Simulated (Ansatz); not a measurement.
# C2H5ClSi: single points with varied inputs

Aim: run C2H5ClSi under a spread of inputs, and see what each costs and gives.

The runs use Ansatz 0.2.0, Gaussian basis; the settings change from run to run.

### Step 1. The geometry

The structure was relaxed beforehand with PBE0-D4 in a triple-zeta def2 set.

SMILES `[SiH3]/C=C/Cl`, 9 atoms, charge 0, spin multiplicity 1.

Atoms are counted from 1 here; the program's logs count them from 0.

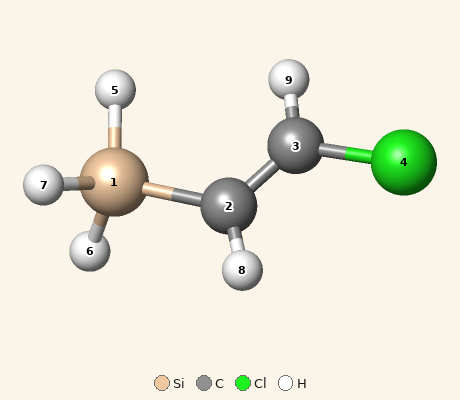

The structure; silicon light orange, carbon grey, chlorine green, hydrogen white; atoms are numbered from 1 in the order of the file.

### Step 2. r2SCANh/6-31G

The input, in.yaml:

```yaml
crystal:
  periodic: [false, false, false]
  atoms:
    - {symbol: Si, position_ang: [-0.798496, 1.077898, 0.034330]}
    - {symbol: C, position_ang: [-0.168153, -0.669588, 0.013661]}
    - {symbol: C, position_ang: [1.129583, -0.929296, -0.056926]}
    - {symbol: Cl, position_ang: [1.795221, -2.518896, -0.080829]}
    - {symbol: H, position_ang: [0.362737, 2.002563, -0.037540]}
    - {symbol: H, position_ang: [-1.700371, 1.321066, -1.122492]}
    - {symbol: H, position_ang: [-1.567235, 1.340550, 1.279638]}
    - {symbol: H, position_ang: [-0.861931, -1.505371, 0.059574]}
    - {symbol: H, position_ang: [1.897045, -0.165325, -0.106416]}
basis:
  gaussian: {orbitals: 6-31G}
hamiltonian: {xc: {name: r2SCANh}}
output: {forces: true}
```

Command:

```bash
ansatz run in.yaml --threads 2 --pin off --events-out ev --progress --plain --max-ram 4352MiB
```

What it wrote, cut to the lines that bear on the results:

```text
Functional definition: r2SCANh
  name "r2SCANh"
  cite "Bursch, Neugebauer, Ehlert & Grimme, J. Chem. Phys. 156, 134105 (2022) doi:10.1063/5.0086040"
  cite "Furness, Kaplan, Ning, Perdew & Sun, J. Phys. Chem. Lett. 11, 8208 (2020) doi:10.1021/acs.jpclett.0c02405"
  cite "Furness, Kaplan, Ning, Perdew & Sun, J. Phys. Chem. Lett. 11, 9248 (2020) doi:10.1021/acs.jpclett.0c03077"
  parent r2scan
[...]
695 factors; integrals over basis functions are off by at most 2.5e-4 eV
[...]
mean field -22548.88534412 eV, -828.6562522129 hartree, gradient 4.6e-5 eV, S^2 0.000000; 0 other end points of the search recorded, 0 dependent functions left out
[...]
reference -22548.88535254 eV, -828.6562525222 hartree; 24, 24 occupied and 30, 30 virtual orbitals, 695 factors
Total energy: -22548.88535254 eV, -828.6562525222 hartree
Atom 0 at    -0.798496     1.077898     0.034330 Å, force    -0.218880     0.326576     0.009598 eV/Å
Atom 1 at    -0.168153    -0.669588     0.013661 Å, force    -0.282101    -0.468506     0.019563 eV/Å
Atom 2 at     1.129583    -0.929296    -0.056926 Å, force    -0.117146     1.739724    -0.008033 eV/Å
Atom 3 at     1.795221    -2.518896    -0.080829 Å, force     0.832506    -1.915562    -0.030606 eV/Å
Atom 4 at     0.362737     2.002563    -0.037540 Å, force     0.183844     0.157995    -0.011584 eV/Å
Atom 5 at    -1.700371     1.321066    -1.122492 Å, force    -0.158483     0.072850    -0.198485 eV/Å
Atom 6 at    -1.567235     1.340550     1.279638 Å, force    -0.135589     0.076236     0.213578 eV/Å
Atom 7 at    -0.861931    -1.505371     0.059574 Å, force    -0.097823     0.032037     0.005283 eV/Å
Atom 8 at     1.897045    -0.165325    -0.106416 Å, force    -0.006328    -0.021350     0.000686 eV/Å
Dipole moment:    -0.118666     0.229439     0.004701 e Å
```

It took 2.3 s on 2 threads of Arm Neoverse V2, shared host.

Largest force 2.089 eV/Å, dipole 1.24 D.

### Step 3. r2SCAN0/cc-pVDZ

Set apart from the defaults: atoms shaken by 0.03 Å, D3(BJ) with three-body dispersion.

The input, in.yaml:

```yaml
crystal:
  periodic: [false, false, false]
  atoms:
    - {symbol: Si, position_ang: [-0.764375, 1.091665, 0.069105]}
    - {symbol: C, position_ang: [-0.149945, -0.667959, 0.022312]}
    - {symbol: C, position_ang: [1.127495, -0.991592, -0.044616]}
    - {symbol: Cl, position_ang: [1.829177, -2.536787, -0.061102]}
    - {symbol: H, position_ang: [0.388519, 1.985615, -0.032635]}
    - {symbol: H, position_ang: [-1.748357, 1.319854, -1.150451]}
    - {symbol: H, position_ang: [-1.559500, 1.335326, 1.298540]}
    - {symbol: H, position_ang: [-0.862641, -1.584968, 0.020108]}
    - {symbol: H, position_ang: [1.868515, -0.089942, -0.132046]}
basis:
  gaussian: {orbitals: cc-pVDZ}
hamiltonian: {xc: {name: r2SCAN0}, dispersion: d3bjatm}
output: {forces: true}
```

Launched as before.

What it wrote, cut to the lines that bear on the results:

```text
Functional definition: r2SCAN0
  name "r2SCAN0"
  cite "Bursch, Neugebauer, Ehlert & Grimme, J. Chem. Phys. 156, 134105 (2022) doi:10.1063/5.0086040"
  cite "Furness, Kaplan, Ning, Perdew & Sun, J. Phys. Chem. Lett. 11, 8208 (2020) doi:10.1021/acs.jpclett.0c02405"
  cite "Furness, Kaplan, Ning, Perdew & Sun, J. Phys. Chem. Lett. 11, 9248 (2020) doi:10.1021/acs.jpclett.0c03077"
  parent r2scan
[...]
858 factors; integrals over basis functions are off by at most 1.2e-3 eV
[...]
mean field -22551.48991899 eV, -828.7519685740 hartree, gradient 1.8e-5 eV, S^2 0.000000; 0 other end points of the search recorded, 0 dependent functions left out
[...]
reference -22551.48992680 eV, -828.7519688610 hartree; 24, 24 occupied and 65, 65 virtual orbitals, 858 factors
Total energy: -22551.55524227 eV, -828.7543691602 hartree
Atom 0 at    -0.764375     1.091665     0.069105 Å, force    -1.355133    -0.341177    -1.230907 eV/Å
Atom 1 at    -0.149945    -0.667959     0.022312 Å, force    -2.002574    -2.327837    -0.025316 eV/Å
Atom 2 at     1.127495    -0.991592    -0.044616 Å, force     1.979159     3.207635    -0.293644 eV/Å
Atom 3 at     1.829177    -2.536787    -0.061102 Å, force     0.112517    -0.483255    -0.043888 eV/Å
Atom 4 at     0.388519     1.985615    -0.032635 Å, force     0.386329     0.354528     0.008865 eV/Å
Atom 5 at    -1.748357     1.319854    -1.150451 Å, force     0.877188    -0.128513     1.010503 eV/Å
Atom 6 at    -1.559500     1.335326     1.298540 Å, force     0.028831     0.061140     0.140671 eV/Å
Atom 7 at    -0.862641    -1.584968     0.020108 Å, force     0.857156     1.711711     0.162935 eV/Å
Atom 8 at     1.868515    -0.089942    -0.132046 Å, force    -0.883472    -2.054233     0.270781 eV/Å
Dipole moment:    -0.034275     0.148514     0.026271 e Å
```

Wall time 3.4 s (2 threads of Arm Neoverse V2, shared host).

Largest force 3.781 eV/Å, dipole 0.74 D.

### Step 4. r2SCAN0/STO-3G

Options: D3(BJ) with three-body dispersion, relativity set to none.

The input, in.yaml:

```yaml
crystal:
  periodic: [false, false, false]
  atoms:
    - {symbol: Si, position_ang: [-0.798496, 1.077898, 0.034330]}
    - {symbol: C, position_ang: [-0.168153, -0.669588, 0.013661]}
    - {symbol: C, position_ang: [1.129583, -0.929296, -0.056926]}
    - {symbol: Cl, position_ang: [1.795221, -2.518896, -0.080829]}
    - {symbol: H, position_ang: [0.362737, 2.002563, -0.037540]}
    - {symbol: H, position_ang: [-1.700371, 1.321066, -1.122492]}
    - {symbol: H, position_ang: [-1.567235, 1.340550, 1.279638]}
    - {symbol: H, position_ang: [-0.861931, -1.505371, 0.059574]}
    - {symbol: H, position_ang: [1.897045, -0.165325, -0.106416]}
basis:
  gaussian: {orbitals: STO-3G}
hamiltonian: {xc: {name: r2SCAN0}, dispersion: d3bjatm, pseudopotentials: {relativity: none}}
output: {forces: true}
```

Same command.

What it wrote, cut to the lines that bear on the results:

```text
Functional definition: r2SCAN0
  name "r2SCAN0"
  cite "Bursch, Neugebauer, Ehlert & Grimme, J. Chem. Phys. 156, 134105 (2022) doi:10.1063/5.0086040"
  cite "Furness, Kaplan, Ning, Perdew & Sun, J. Phys. Chem. Lett. 11, 8208 (2020) doi:10.1021/acs.jpclett.0c02405"
  cite "Furness, Kaplan, Ning, Perdew & Sun, J. Phys. Chem. Lett. 11, 9248 (2020) doi:10.1021/acs.jpclett.0c03077"
  parent r2scan
[...]
398 factors; integrals over basis functions are off by at most 5.0e-5 eV
[...]
mean field -22299.99832661 eV, -819.5098230210 hartree, gradient 4.8e-6 eV, S^2 0.000000; 0 other end points of the search recorded, 0 dependent functions left out
[...]
reference -22299.99833124 eV, -819.5098231915 hartree; 24, 24 occupied and 9, 9 virtual orbitals, 398 factors
Total energy: -22300.06375113 eV, -819.5122273279 hartree
Atom 0 at    -0.798496     1.077898     0.034330 Å, force    -0.426371     1.150855     0.014554 eV/Å
Atom 1 at    -0.168153    -0.669588     0.013661 Å, force    -0.062811     0.394301    -0.000056 eV/Å
Atom 2 at     1.129583    -0.929296    -0.056926 Å, force    -0.956307     1.595249     0.040186 eV/Å
Atom 3 at     1.795221    -2.518896    -0.080829 Å, force     0.843912    -2.051836    -0.030086 eV/Å
Atom 4 at     0.362737     2.002563    -0.037540 Å, force    -0.949582    -0.779779     0.058876 eV/Å
Atom 5 at    -1.700371     1.321066    -1.122492 Å, force     0.746565    -0.253892     0.897987 eV/Å
Atom 6 at    -1.567235     1.340550     1.279638 Å, force     0.642983    -0.268906    -0.970814 eV/Å
Atom 7 at    -0.861931    -1.505371     0.059574 Å, force    -0.136159    -0.122620     0.008758 eV/Å
Atom 8 at     1.897045    -0.165325    -0.106416 Å, force     0.297770     0.336629    -0.019404 eV/Å
Dipole moment:    -0.223708     0.389762     0.009232 e Å
```

Run time: 1.4 s. Hardware: 2 threads of Arm Neoverse V2, shared host.

Largest force 2.219 eV/Å, dipole 2.16 D.

### Step 5. revPBE0/def2-mTZVPP

Options: a point charge of 0.50 e beside it, the search for lower states set to off.

in.yaml, as its differences from that of step 4:

```diff
@@ -13,4 +13,4 @@
 basis:
-  gaussian: {orbitals: STO-3G}
-hamiltonian: {xc: {name: r2SCAN0}, dispersion: d3bjatm, pseudopotentials: {relativity: none}}
-output: {forces: true}
+  gaussian: {orbitals: def2-mTZVPP, point_charges: [{charge: 0.50, position_ang: [5.888, 0.751, 0.329]}]}
+hamiltonian: {xc: {name: revPBE0}}
+scf: {lower_state_search: off}
```

Same command.

What it wrote, cut to the lines that bear on the results:

```text
Functional definition: revPBE0
  name "revPBE0"
  cite "Zhang & Yang, Phys. Rev. Lett. 80, 890 (1998) doi:10.1103/PhysRevLett.80.890"
  cite "Adamo & Barone, J. Chem. Phys. 110, 6158 (1999) doi:10.1063/1.478522"
  cite "Perdew, Burke & Ernzerhof, Phys. Rev. Lett. 77, 3865 (1996) doi:10.1103/PhysRevLett.77.3865"
[...]
1187 factors; their error is unknown
[...]
mean field -22551.72160222 eV, -828.7604827758 hartree, gradient 1.7e-6 eV, S^2 0.000000; 0 other end points of the search recorded, 0 dependent functions left out
reference -22551.72164117 eV, -828.7604842069 hartree; 24, 24 occupied and 93, 93 virtual orbitals, 1187 factors
Total energy: -22551.72164117 eV, -828.7604842069 hartree
Checks for a lower state left out: stability, starts, cluster_reference, orbital_swaps, neighbouring_geometries, increment
```

It took 1.1 s on 2 threads of Arm Neoverse V2, shared host.

### Step 6. BLYP/def2-mTZVPP

This run has coordinates scaled by 1.05, a point charge of 2.00 e beside it.

The input, in.yaml:

```yaml
crystal:
  periodic: [false, false, false]
  atoms:
    - {symbol: Si, position_ang: [-0.838420, 1.131793, 0.036046]}
    - {symbol: C, position_ang: [-0.176561, -0.703068, 0.014344]}
    - {symbol: C, position_ang: [1.186062, -0.975761, -0.059772]}
    - {symbol: Cl, position_ang: [1.884982, -2.644841, -0.084871]}
    - {symbol: H, position_ang: [0.380874, 2.102692, -0.039417]}
    - {symbol: H, position_ang: [-1.785389, 1.387119, -1.178616]}
    - {symbol: H, position_ang: [-1.645596, 1.407578, 1.343620]}
    - {symbol: H, position_ang: [-0.905028, -1.580640, 0.062552]}
    - {symbol: H, position_ang: [1.991898, -0.173591, -0.111737]}
basis:
  gaussian: {orbitals: def2-mTZVPP, point_charges: [{charge: 2.00, position_ang: [6.436, -0.438, 0.105]}]}
hamiltonian: {xc: {name: BLYP}}
output: {forces: true}
```

Launched as before.

What it wrote, cut to the lines that bear on the results:

```text
Functional definition: BLYP
  name "BLYP"
  cite "Becke, Phys. Rev. A 38, 3098 (1988) doi:10.1103/PhysRevA.38.3098"
  cite "Lee, Yang & Parr, Phys. Rev. B 37, 785 (1988) doi:10.1103/PhysRevB.37.785"
[...]
1164 factors; their error is unknown
[...]
mean field -22554.73094271 eV, -828.8710739988 hartree, gradient 3.5e-5 eV, S^2 0.000000; 0 other end points of the search recorded, 0 dependent functions left out
[...]
reference -22554.73131964 eV, -828.8710878508 hartree; 24, 24 occupied and 93, 93 virtual orbitals, 1164 factors
Total energy: -22554.73131964 eV, -828.8710878508 hartree
Atom 0 at    -0.838420     1.131793     0.036046 Å, force    -0.445941     0.428586     0.000851 eV/Å
Atom 1 at    -0.176561    -0.703068     0.014344 Å, force     1.727181    -0.777541    -0.081494 eV/Å
Atom 2 at     1.186062    -0.975761    -0.059772 Å, force    -1.776971     1.233095     0.117249 eV/Å
Atom 3 at     1.884982    -2.644841    -0.084871 Å, force     0.080791     0.449974     0.007916 eV/Å
Atom 4 at     0.380874     2.102692    -0.039417 Å, force    -0.736794    -0.745728     0.052112 eV/Å
Atom 5 at    -1.785389     1.387119    -1.178616 Å, force     0.771048    -0.277214     0.844334 eV/Å
Atom 6 at    -1.645596     1.407578     1.343620 Å, force     0.673583    -0.292366    -0.911774 eV/Å
Atom 7 at    -0.905028    -1.580640     0.062552 Å, force     0.902843     1.074190    -0.065390 eV/Å
Atom 8 at     1.991898    -0.173591    -0.111737 Å, force    -1.055053    -0.970566     0.040420 eV/Å
Dipole moment:    -0.678397     0.331383     0.009052 e Å
```

It took 1.6 s on 2 threads of Arm Neoverse V2, shared host.

Largest force 2.166 eV/Å, dipole 3.63 D.

[end of part 1 of 2]
